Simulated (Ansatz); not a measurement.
# La3InB (Pm-3m): from the cell to its phonons

Task: relax La3InB (Pm-3m), then find its harmonic phonons.

Method: DFT PBEsol, scalar-relativistic, plane waves, PAW; PAW set soft_1, in Ansatz 0.2.0.

**1. Starting point**

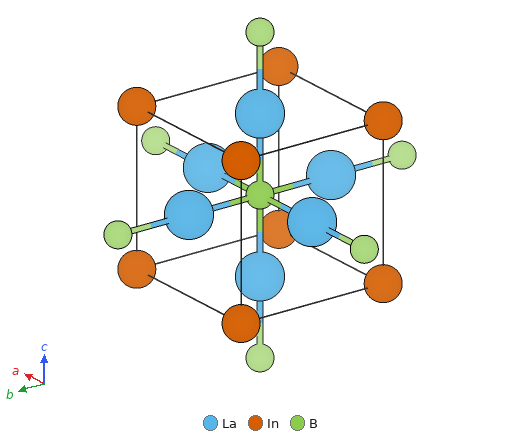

The starting structure, seen from a free direction (lanthanum blue, indium orange, boron green). Some periodic images of atoms are drawn too.

**2. Relaxation**

The cell and atoms are relaxed, since residual forces and stress would shift the frequencies.

The input, input.yaml:

```yaml
crystal:
  lattice:
    - [5.328949, 0.0, 0.0]
    - [0.0, 5.328949, 0.0]
    - [0.0, 0.0, 5.328949]
  atoms:
    - { symbol: La, position: [0.5, 0.0, 0.5] }
    - { symbol: La, position: [0.5, 0.5, 0.0] }
    - { symbol: La, position: [0.0, 0.5, 0.5] }
    - { symbol: In, position: [0.0, 0.0, 0.0] }
    - { symbol: B, position: [0.5, 0.5, 0.5] }
kpoints:
  mp_grid: { grid: [8, 8, 8] }
hamiltonian:
  xc: pbesol
  pseudopotentials: { kind: paw, azcp: { folder: soft_1 }, xc_functional: pbe }
scf:
  occupations: { method: gaussian, width: 0.1 }
output:
  forces: true
  stress: true
  eigenvalues: true
  write_density: true
  write_potential: true
  elf: true
  volumetric_format: npy
relax:
  adjacent_minimum: "off"
  f_tol: 0.005
  max_steps: 80
  cell: { stress_tol: 0.05 }
```

Command:

```
ansatz run input.yaml --threads 4 --pin off --max-ram 10240MiB --backend cpu --events-out ev --progress --plain --runs-dir out
```

Numbers of over 12 decimals in the logs are rounded to 6 here.

Log:

```text
Engine: ansatz 0.2.0, x86_64-unknown-linux-gnu
Pseudopotentials: kind: paw
Pseudopotential: La, paw, valence charge 11, recommended cutoff 420 eV (normal), soft_1/La.paw.azcp
Pseudopotential: In, paw, valence charge 13, recommended cutoff 420 eV (normal), soft_1/In.paw.azcp
Pseudopotential: B, paw, valence charge 3, recommended cutoff 420 eV (normal), soft_1/B.paw.azcp
Functional definition: PBEsol
  exchange = pbesol_x
  correlation = pbesol_c
Crystal: 5 atoms, lattice volume = 151.330 Å³
Basis set: ecut = 420 eV, 2945 PW (Γ), exchange–correlation on 72×72×72 points (8 copies of the dense FFT grid, shifted against one another)
Bands: 30, of which v1, the nominal top of the filled ones, is band 25 counted from 1 (24 counted from 0)
Symmetry: 48 space group operations
Space group: Pm-3m (ITA 221), of the structure as read, at distance tolerance 5.3e-5 Å
k-points: 35 of 512
Non-local potential: La, projectors of the file, l = 0: 3, l = 1: 2, l = 2: 2, l = 3: 3
Non-local potential: In, projectors of the file, l = 0: 2, l = 1: 2, l = 2: 2, l = 3: 1
Non-local potential: B, projectors of the file, l = 0: 2, l = 1: 2, l = 2: 1
PAW form: soft (Blöchl's): semilocal exchange-correlation on the pseudo side does not see the compensation charge
PAW frozen core: La, regenerated for the run's functional, and the local potential with it (the file was generated under x = pbe(κ = 0.804, μ = 0.219515), c = pbe(β = 0.066725))
PAW frozen core: In, regenerated for the run's functional, and the local potential with it (the file was generated under x = pbe(κ = 0.804, μ = 0.219515), c = pbe(β = 0.066725))
PAW frozen core: B, regenerated for the run's functional, and the local potential with it (the file was generated under x = pbe(κ = 0.804, μ = 0.219515), c = pbe(β = 0.066725))
PAW one-centre angular grid: La, 590 points (default); XC on 64 Gauss nodes
PAW one-centre angular grid: In, 590 points (default); XC on 64 Gauss nodes
PAW one-centre angular grid: B, 110 points (default); XC on 64 Gauss nodes
Initial density: superposition of atomic densities (chi_scale 0.1, normalization cell, long waves kept (reshape's long-wave potential 0.00 eV rms))
Initial wavefunctions: pseudopotential atomic-orbital guess
Functional: x = pbesol(κ = 0.804, μ = 0.123457), c = pbesol(β = 0.046)
SCF iter   1: F=—  HF=-24168.674161 eV  |F-HF|=—  |Δ(HF+E_count)|=         —  Δρ=6.55e-2  dr2=2.72e1  ethr=3.10e-3  ⟨swp⟩=5.3  Hψ=5115  notcnv=0
preconditioner: auto → Kerker (q_TF=auto, 2.261 Å⁻¹)  [metal: Δε(μ)=0.010 eV  Ē_g=10.944 eV  σ=0.100 eV  W_gap=0.05  n_scr=26 (ndim 8)  ℏωp=19.8 eV  f_vac=0.000  D(μ)=6.85/eV (n_scr^D=56)]
SCF iter   2: F=—  HF=-24164.116899 eV  |F-HF|=—  |Δ(HF+E_count)|=    4.56e0  Δρ=2.41e-2  dr2=4.20e0  ethr=3.10e-3  ⟨swp⟩=4.2  Hψ=2387  notcnv=0  defer=24
SCF iter   3: F=—  HF=-24163.326763 eV  |F-HF|=—  |Δ(HF+E_count)|=   7.90e-1  Δρ=1.01e-2  dr2=4.02e-1  ethr=3.10e-3  ⟨swp⟩=3.5  Hψ=1900  notcnv=0  defer=16
SCF iter   4: F=—  HF=-24163.228788 eV  |F-HF|=—  |Δ(HF+E_count)|=   9.80e-2  Δρ=1.66e-3  dr2=6.25e-3  ethr=8.20e-4  ⟨swp⟩=3.1  Hψ=1889  notcnv=0  defer=22
SCF iter   5: F=—  HF=-24163.228652 eV  |F-HF|=—  |Δ(HF+E_count)|=   1.36e-4  Δρ=6.62e-4  dr2=9.88e-4  ethr=1.28e-5  ⟨swp⟩=2.1  Hψ=1552  notcnv=0  defer=22
SCF iter   6: F=—  HF=-24163.228570 eV  |F-HF|=—  |Δ(HF+E_count)|=   8.16e-5  Δρ=1.92e-4  dr2=7.34e-5  ethr=2.02e-6  ⟨swp⟩=2.1  Hψ=1682  notcnv=0  defer=22
SCF iter   7: F=—  HF=-24163.228526 eV  |F-HF|=—  |Δ(HF+E_count)|=   4.46e-5  Δρ=6.60e-5  dr2=8.81e-6  ethr=1.50e-7  ⟨swp⟩=2.0  Hψ=1462  notcnv=0  defer=22
SCF iter   8: F=—  HF=-24163.228524 eV  |F-HF|=—  |Δ(HF+E_count)|=   1.45e-6  Δρ=2.21e-5  dr2=1.62e-6  ethr=1.80e-8  ⟨swp⟩=2.0  Hψ=1385  notcnv=0  defer=22
SCF iter   9: F=-24163.228524 eV  HF=-24163.228524 eV  |F-HF|=7.97e-9  |Δ(HF+E_count)|=   2.95e-7  Δρ=5.29e-6  dr2=5.34e-8  ethr=2.04e-10  ⟨swp⟩=16.9  Hψ=9666  notcnv=0
SCF 1 converged in 9 iterations: F = -24163.228524 eV  dr2 = 5.34e-8
  greatest PAW one-centre occupation: 0.980 electrons in one spin orbital (limit 2), on the In atom at site 3 (counted from 0), in its partial waves of l = 2
relax step   1: F+E_penalty+E_count = -24163.22852394 eV  Δ(F+E_penalty+E_count) = +0.000e0 eV  max|allowed force component| = 9.210e-30 eV/Å  Δτ_max = 0.0000 Å  P = -2.035 GPa  Ω = 151.330 Å³  (9 SCF iters, dr2 threshold 1.00e-7 eV, accepted)
Crystal: 5 atoms, lattice volume = 140.536 Å³
Basis set: ecut = 420 eV, 2777 PW (Γ), exchange–correlation on 72×72×72 points (8 copies of the dense FFT grid, shifted against one another)
Initial density: handed on by an earlier stage of this run
Initial wavefunctions: those handed on with the density
iter 1 solved again at ethr=7.18e-4 eV; its pass at ethr=3.10e-3 eV (dr2=3.52e-1 eV) is discarded
SCF iter   1: F=—  HF=-24163.324995 eV  |F-HF|=—  |Δ(HF+E_count)|=         —  Δρ=8.04e-3  dr2=3.77e-1  ethr=7.18e-4  ⟨swp⟩=1.0  Hψ=7011  notcnv=0
eigensolver tolerance schedule calibrated: the retry pair's looser diagonalisation under-reported the residual by θ = 0.07 (0.11/decade); ethr = c·dr2/N_el runs at the constant in force after the calibration composes with the one it found (an armed cap, an earlier calibration), c = 9.0e-2
preconditioner: auto → Kerker (q_TF=auto, 2.289 Å⁻¹)  [metal: Δε(μ)=0.032 eV  Ē_g=11.640 eV  σ=0.100 eV  W_gap=0.18  n_scr=26 (ndim 8)  ℏωp=20.5 eV  f_vac=0.000  D(μ)=4.86/eV (n_scr^D=32)]
SCF iter   2: F=—  HF=-24163.266887 eV  |F-HF|=—  |Δ(HF+E_count)|=   5.81e-2  Δρ=2.75e-3  dr2=4.71e-2  ethr=6.95e-4  ⟨swp⟩=2.2  Hψ=1449  notcnv=0
SCF iter   3: F=—  HF=-24163.257511 eV  |F-HF|=—  |Δ(HF+E_count)|=   9.38e-3  Δρ=9.93e-4  dr2=3.74e-3  ethr=8.67e-5  ⟨swp⟩=2.0  Hψ=1610  notcnv=0  defer=1
SCF iter   4: F=—  HF=-24163.256415 eV  |F-HF|=—  |Δ(HF+E_count)|=   1.10e-3  Δρ=1.83e-4  dr2=3.98e-5  ethr=6.88e-6  ⟨swp⟩=2.1  Hψ=1866  notcnv=0  defer=1
SCF iter   5: F=—  HF=-24163.256411 eV  |F-HF|=—  |Δ(HF+E_count)|=   3.94e-6  Δρ=5.87e-5  dr2=5.58e-6  ethr=7.33e-8  ⟨swp⟩=2.0  Hψ=1278  notcnv=0  defer=1
SCF iter   6: F=-24163.256411 eV  HF=-24163.256411 eV  |F-HF|=1.01e-7  |Δ(HF+E_count)|=   1.81e-7  Δρ=1.45e-5  dr2=4.37e-7  ethr=9.21e-10  ⟨swp⟩=15.4  Hψ=9491  notcnv=0
SCF 2 converged in 6 iterations: F = -24163.256411 eV  dr2 = 4.37e-7
relax step   2: F+E_penalty+E_count = -24163.25641072 eV  Δ(F+E_penalty+E_count) = -2.789e-2 eV  max|allowed force component| = 4.345e-30 eV/Å  Δτ_max = 0.0000 Å  P = +1.426 GPa  Ω = 140.536 Å³  energy of the carried Pulay correction = +1.055e-3 eV  (6 SCF iters, dr2 threshold 5.00e-7 eV, accepted)
Crystal: 5 atoms, lattice volume = 144.791 Å³
Basis set: ecut = 420 eV, 2801 PW (Γ), exchange–correlation on 72×72×72 points (8 copies of the dense FFT grid, shifted against one another)
iter 1 solved again at ethr=1.63e-4 eV; its pass at ethr=3.10e-3 eV (dr2=8.00e-2 eV) is discarded
SCF iter   1: F=—  HF=-24163.286903 eV  |F-HF|=—  |Δ(HF+E_count)|=         —  Δρ=3.58e-3  dr2=8.32e-2  ethr=1.63e-4  ⟨swp⟩=1.1  Hψ=6944  notcnv=0
preconditioner: auto → Kerker (q_TF=auto, 2.278 Å⁻¹)  [metal: Δε(μ)=0.027 eV  Ē_g=11.725 eV  σ=0.100 eV  W_gap=0.15  n_scr=26 (ndim 8)  ℏωp=20.2 eV  f_vac=0.000  D(μ)=6.59/eV (n_scr^D=56)]
SCF iter   2: F=—  HF=-24163.275052 eV  |F-HF|=—  |Δ(HF+E_count)|=   1.19e-2  Δρ=1.09e-3  dr2=7.29e-3  ethr=1.63e-4  ⟨swp⟩=2.0  Hψ=1285  notcnv=0
SCF iter   3: F=—  HF=-24163.273694 eV  |F-HF|=—  |Δ(HF+E_count)|=   1.36e-3  Δρ=4.22e-4  dr2=5.95e-4  ethr=1.49e-5  ⟨swp⟩=2.1  Hψ=1472  notcnv=0
SCF iter   4: F=—  HF=-24163.273517 eV  |F-HF|=—  |Δ(HF+E_count)|=   1.77e-4  Δρ=7.62e-5  dr2=8.61e-6  ethr=1.22e-6  ⟨swp⟩=2.0  Hψ=1686  notcnv=0
SCF iter   5: F=—  HF=-24163.273506 eV  |F-HF|=—  |Δ(HF+E_count)|=   1.07e-5  Δρ=3.01e-5  dr2=1.13e-6  ethr=1.02e-9  ⟨swp⟩=15.6  Hψ=10906  notcnv=0
SCF iter   6: F=-24163.273506 eV  HF=-24163.273506 eV  |F-HF|=2.93e-8  |Δ(HF+E_count)|=   3.46e-8  Δρ=8.47e-6  dr2=1.59e-7  ethr=1.02e-9  ⟨swp⟩=10.5  Hψ=7814  notcnv=0
SCF 3 converged in 6 iterations: F = -24163.273506 eV  dr2 = 1.59e-7
relax step   3: F+E_penalty+E_count = -24163.27350630 eV  Δ(F+E_penalty+E_count) = -1.710e-2 eV  max|allowed force component| = 1.359e-29 eV/Å  Δτ_max = 0.0000 Å  P = -0.074 GPa  Ω = 144.791 Å³  energy of the carried Pulay correction = +6.300e-4 eV  (6 SCF iters, dr2 threshold 5.00e-7 eV, accepted)
[...]
relax step   4: F+E_penalty+E_count = -24163.27357978 eV  Δ(F+E_penalty+E_count) = -7.347e-5 eV  max|allowed force component| = 3.037e-30 eV/Å  Δτ_max = 0.0000 Å  P = -0.002 GPa  Ω = 144.574 Å³  energy of the carried Pulay correction = +6.514e-4 eV  (5 SCF iters, dr2 threshold 1.38e-8 eV, accepted)
Initial wavefunctions: pseudopotential atomic-orbital guess (no wavefunctions were taken with the density)
iter 1 solved again at ethr=2.23e-7 eV; its pass at ethr=3.10e-3 eV (dr2=1.09e-4 eV) is discarded
SCF iter   1: F=—  HF=-24163.273036 eV  |F-HF|=—  |Δ(HF+E_count)|=         —  Δρ=2.89e-5  dr2=1.91e-7  ethr=2.23e-7  ⟨swp⟩=5.1  Hψ=8348  notcnv=0
preconditioner: auto → Kerker (q_TF=auto, 2.278 Å⁻¹)  [metal: Δε(μ)=0.013 eV  Ē_g=11.701 eV  σ=0.100 eV  W_gap=0.07  n_scr=26 (ndim 8)  ℏωp=20.3 eV  f_vac=0.000  D(μ)=6.10/eV (n_scr^D=56)]
SCF iter   2: F=—  HF=-24163.273028 eV  |F-HF|=—  |Δ(HF+E_count)|=   8.07e-6  Δρ=1.49e-5  dr2=5.45e-8  ethr=3.91e-10  ⟨swp⟩=2.4  Hψ=1848  notcnv=0
SCF iter   3: F=—  HF=-24163.273028 eV  |F-HF|=—  |Δ(HF+E_count)|=   8.41e-8  Δρ=3.10e-6  dr2=4.72e-9  ethr=1.11e-10  ⟨swp⟩=2.0  Hψ=1436  notcnv=0
SCF iter   4: F=—  HF=-24163.273028 eV  |F-HF|=—  |Δ(HF+E_count)|=   1.58e-9  Δρ=2.86e-7  dr2=1.20e-10  ethr=9.62e-12  ⟨swp⟩=2.0  Hψ=1540  notcnv=0
SCF iter   5: F=-24163.273028 eV  HF=-24163.273028 eV  |F-HF|=2.55e-11  |Δ(HF+E_count)|=  1.82e-11  Δρ=1.02e-7  dr2=3.32e-11  ethr=1.00e-12  ⟨swp⟩=7.6  Hψ=5581  notcnv=0
SCF 5 converged in 5 iterations: F = -24163.273028 eV  dr2 = 3.32e-11
relax step   5: F+E_penalty+E_count = -24163.27302823 eV  Δ(F+E_penalty+E_count) = +5.515e-4 eV  max|allowed force component| = 1.261e-30 eV/Å  Δτ_max = 0.0000 Å  P = -0.007 GPa  Ω = 144.574 Å³  stress off target by 7.12e-3 GPa  SCF on the basis re-selected at this cell (its energy is not comparable with the rows above)  (5 SCF iters)
basis re-selected at this cell: Δ(F+E_penalty+E_count) = +5.515e-4 eV, ΔP = -0.005 GPa vs the last step (what re-selecting the basis moved, of the pressure what is left beyond the Pulay correction that the steps carried, after the strain that the cell walked since its last selection, with what the two solves' SCF thresholds leave and, on support functions, any second-order correction that the steps lacked; it is no m [...]
SCF converged after 5 iterations
Free energy (F): -24163.273028 eV
Harris-Foulkes:  -24163.273028 eV  (|F-HF|=2.55e-11)
Internal energy: -24163.242518 eV  (E = F + TS)
E sigma→0 (E₀):  -24163.257773 eV
Entropy (-TS):   -0.030510 eV (-6.102 meV/atom)
Fermi energy:    10.104374 eV
--- Per-component energies (eV) ---
  E_band       = -147.558567
  E_kinetic    = 823.379494
  E_local      = -2108.825925  (includes V_loc(G=0)·N_el)
  E_nonlocal   = 603.918131
  E_hartree    = 798.214979
  E_xc         = -599.377082
  E_vxc        = -561.537012  (∫ρ·V_xc dr)
  E_paw        = -20197.977963  (= ΣΔE_a)
  E_vpaw       = -500.923445  (= ΣTr[D̂ρ^β])
  E_aug_tail   = 0.000143  (compensation charges beyond the density's cutoff)
  E_ewald      = -3483.332019
  E_core_change = 0.757723  (= ΣΔE_core)
  E_smearing   = -0.030510  (= −TS)
  E_closure    = -0.000000  (closes the sum)
  Σ components = -24163.273028   (vs F -24163.273028, Δ=0.00e0)
--- Forces (eV/Å), atoms counted from 1 ---
  atom   1  La     0.00000000     0.00000000     0.00000000
  atom   2  La     0.00000000     0.00000000     0.00000000
  atom   3  La     0.00000000    -0.00000000    -0.00000000
  atom   4  In     0.00000000    -0.00000000     0.00000000
  atom   5  B      0.00000000    -0.00000000     0.00000000
  max |Σ_I F_I| component: 4.29e-30 eV/Å
--- Stress (GPa, compression-positive) ---
       -0.007123       0.000000       0.000000
        0.000000      -0.007123      -0.000000
        0.000000      -0.000000      -0.007123
  P = ⅓ Tr σ = -0.0071 GPa (-0.071 kbar)
--- Band table (eV; the first three rows and the last of 35) ---
  k-point 0: bands = [... 21 lower, 9.7567, 9.7567, 9.7567, 11.0585, 11.0585, 11.0585, 11.2381, 11.2381, ... 1 higher]
  k-point 1: bands = [... 21 lower, 9.7652, 9.7912, 9.8619, 10.7465, 10.9744, 10.9744, 11.1081, 11.2884, ... 1 higher]
  k-point 2: bands = [... 21 lower, 9.7842, 9.8824, 9.9318, 10.2433, 10.7450, 10.7450, 11.1733, 11.5153, ... 1 higher]
  k-point 34: bands = [... 21 lower, 7.6319, 10.5593, 10.5593, 10.5593, 11.7678, 11.7678, 11.7678, 11.9200, ... 1 higher]
--- Relaxed structure (4 steps of the walk, 4 accepted, 1 SCFs on fresh bases) ---
  F+E_penalty+E_count = -24163.27302823 eV   max|allowed force component| = 1.261e-30 eV/Å   (the final SCF, on the basis selected at the relaxed cell)
  cell:  # Å, volume = 144.5742 Å³
    - [5.248441, 0, 0]
    - [0, 5.248441, 0.0]
    - [0, 0.0, 5.248441]
  atoms:
    - { symbol: La, position: [0.5, 0, 0.5] }
    - { symbol: La, position: [0.5, 0.5, 0] }
    - { symbol: La, position: [0, 0.5, 0.5] }
    - { symbol: In, position: [0, 0, 0] }
    - { symbol: B, position: [0.5, 0.5, 0.5] }
```

Run time: 10 s. Hardware: 4 threads of AMD EPYC 9B14 (Zen 4), shared host; peak memory 0.65 GiB; 39 s of CPU time.

Step by step:

| step | energy less that of the first step (eV) | largest force component (eV/Å) | pressure (GPa) | volume (Å³) |
| --- | --- | --- | --- | --- |
| 1 | 0.0000 | 0.0000 | -2.04 | 151.33 |
| 2 | -0.0279 | 0.0000 | 1.43 | 140.54 |
| 3 | -0.0450 | 0.0000 | -0.07 | 144.79 |
| 4 | -0.0451 | 0.0000 | 0.00 | 144.57 |
| 5* | -0.0445 | 0.0000 | -0.01 | 144.57 |

Relaxation steps marked * repeat the geometry before them on a plane-wave basis chosen anew for their cell, so energy and pressure can jump there.

The run keeps the 48 symmetry operations that it works with, so distortions that break them were not tested.

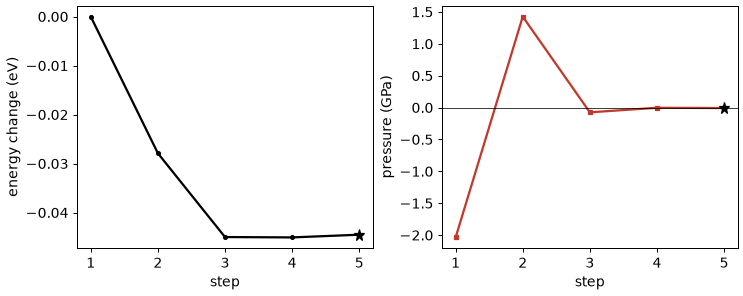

Energy and pressure along the relaxation. Stars mark steps on a basis chosen anew.

```
conventional cell, symmetrised  before  after  change
                         a (Å)   5.329  5.248  -1.5 %
                         b (Å)   5.329  5.248  -1.5 %
                         c (Å)   5.329  5.248  -1.5 %
              volume (Å³/atom)   30.27  28.91  -4.5 %
```

The relaxed structure:

```cif
data_structure
_symmetry_space_group_name_H-M 'P 1'
_symmetry_Int_Tables_number 1
_cell_length_a 5.2484
_cell_length_b 5.2484
_cell_length_c 5.2484
_cell_angle_alpha 90.000
_cell_angle_beta 90.000
_cell_angle_gamma 90.000
_cell_volume 144.57
loop_
_atom_site_label
_atom_site_type_symbol
_atom_site_fract_x
_atom_site_fract_y
_atom_site_fract_z
_atom_site_occupancy
La1 La 0.50000 0.00000 0.50000 1
La2 La 0.50000 0.50000 0.00000 1
La3 La 0.00000 0.50000 0.50000 1
In4 In 0.00000 0.00000 0.00000 1
B5 B 0.50000 0.50000 0.50000 1
```

Numbers from this step:

```yaml
pressure: -0.007123 GPa
volume_per_atom: 28.91 Å³
gap_on_the_k_mesh: 0 eV
```

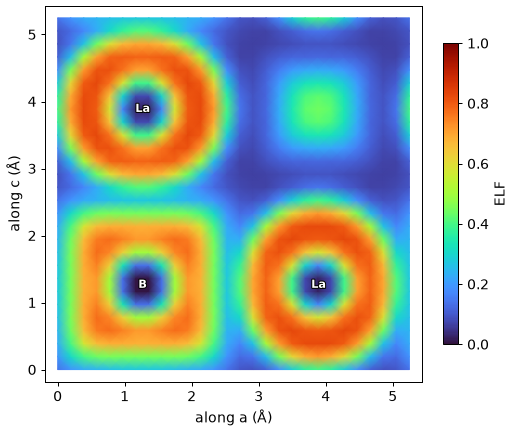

ELF in the ac plane at fractional y = 0.500, with atoms of La and B within 0.2 Å of it. It is the smooth field of the valence electrons, not physical close to the nuclei. The map starts off the cell's origin, so that atoms lie inside it.

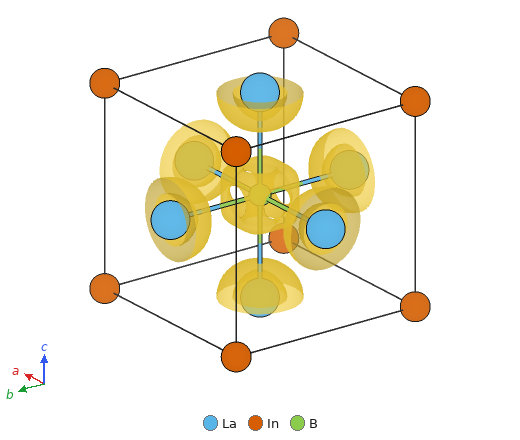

Surface of ELF = 0.76.

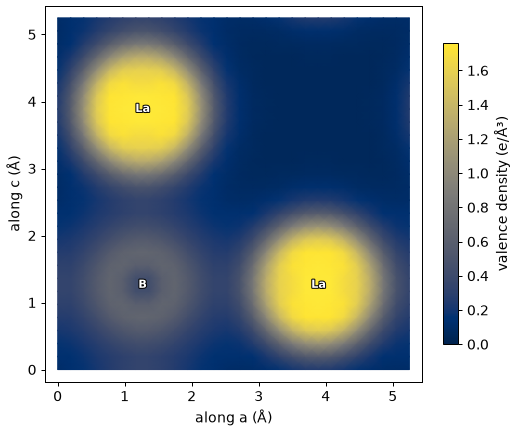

Valence density in the ac plane at fractional y = 0.500, with atoms of La and B within 0.2 Å of it. It is the smooth field of the valence electrons, not physical close to the nuclei. The map starts off the cell's origin, so that atoms lie inside it.

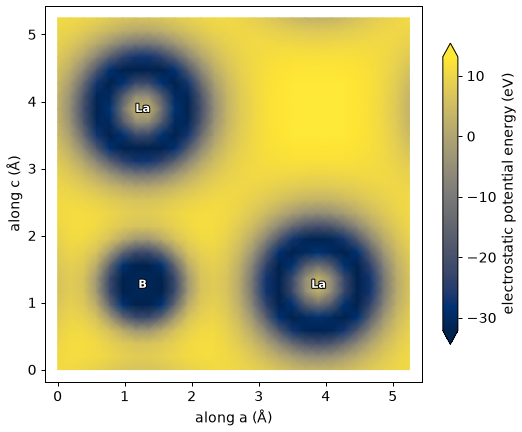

Electrostatic potential energy in the ac plane at fractional y = 0.500, with atoms of La and B within 0.2 Å of it. With pseudopotentials it is smooth inside the atoms' cores, unlike the true potential. The map starts off the cell's origin, so that atoms lie inside it.

In this step the volume went from 30.27 to 28.91 Å³/atom.

**3. Relaxing to small forces for the phonons**

Phonons need a cell at rest on their own settings, so the relaxation is repeated with tight tolerances on forces and stress, using the mesh and the filling of the phonon run that follows.

input.yaml, the sections that differ from step 2:

```yaml
crystal:
  lattice:
    - [5.2484405256, 0.0, 0.0]
    - [0.0, 5.2484405256, 0.0]
    - [0.0, 0.0, 5.2484405256]
  atoms:
    - { symbol: La, position: [0.5, 0.0, 0.5] }
    - { symbol: La, position: [0.5, 0.5, 0.0] }
    - { symbol: La, position: [0.0, 0.5, 0.5] }
    - { symbol: In, position: [0.0, 0.0, 0.0] }
    - { symbol: B, position: [0.5, 0.5, 0.5] }
scf:
  occupations: { method: methfessel_paxton, width: 0.2 }
output:
  forces: true
  stress: true
  eigenvalues: true
relax:
  adjacent_minimum: "off"
  f_tol: 0.001
  max_steps: 60
  cell: { stress_tol: 0.01 }
# kpoints, hamiltonian: as in step 2
```

Log:

```text
[...]
Crystal: 5 atoms, lattice volume = 144.574 Å³
Basis set: ecut = 420 eV, 2801 PW (Γ), exchange–correlation on 72×72×72 points (8 copies of the dense FFT grid, shifted against one another)
Bands: 30, of which v1, the nominal top of the filled ones, is band 25 counted from 1 (24 counted from 0)
Symmetry: 48 space group operations
[...]
k-points: 35 of 512
[...]
--- Relaxed structure (3 steps of the walk, 3 accepted, 1 SCFs on fresh bases) ---
[...]
cell:  # Å, volume = 144.4782 Å³
    - [5.247279, 0, 0]
    - [0, 5.247279, 0]
    - [0, 0, 5.247279]
  atoms:
    - { symbol: La, position: [0.5, 0, 0.5] }
    - { symbol: La, position: [0.5, 0.5, 0] }
    - { symbol: La, position: [0, 0.5, 0.5] }
    - { symbol: In, position: [0, 0, 0] }
    - { symbol: B, position: [0.5, 0.5, 0.5] }
[key lines of the parts left out:]
SCF converged after 5 iterations
Free energy (F): -24163.260225 eV
Fermi energy:    10.105597 eV
P = ⅓ Tr σ = -0.0001 GPa (-0.001 kbar)
```

The job ended after 7 s (4 threads; peak memory 0.64 GiB).

Little changed from the start: no atom moved by 0.005 Å and no cell edge by 0.1 %.

This step gave:

- pressure: -8.01e-5 GPa
- volume per atom: 28.90 Å³

The forces vanish by symmetry and the pressure is 0.000 GPa, within the tolerances set. The cell now holds 28.90 Å³/atom.

(Continued in part 2 of 2.)

[Logs are printed without paths, hosts, clocks, repeated set-up lines and the standing remarks that a program may print on its own settings, such as how far it seeks lower states.]

[Hosts, paths, dates, database ids (printed as entryN), source tags and the programs' standing remarks are cut or masked in the printed files.]
